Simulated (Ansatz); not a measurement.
System: AlF···NH₃.

```xyz
6

Al   -0.8881   -0.3875    0.3017
H     1.9540    0.3031    1.3704
N     2.2652    0.0042    0.4509
H     2.1650   -1.0032    0.3711
H     1.7188    0.4678   -0.2707
F    -0.4644    0.6156   -1.0142
```

These are results of RKS r2SCAN-D4/def2-SVPD (Ansatz), not measurements.

**Predict the electron density and electron localisation function between the atoms.**

N–H (1.02 Å): the density is about 2.8 e/Å³ at the midpoint; the ELF climbs to about 1 towards the hydrogen, as it does in any bond to H; a covalent bond by its length.

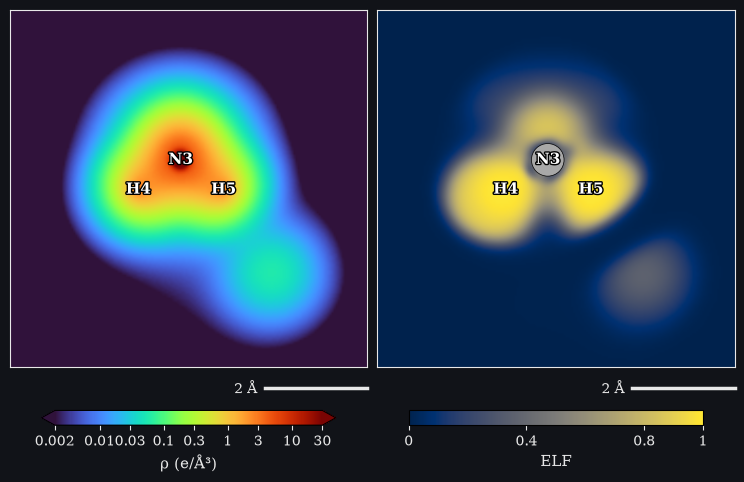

Computed electron density and electron localisation function on the plane of atoms H4, N3 and H5, in this order. Grey discs cover the atomic cores in the ELF map. 
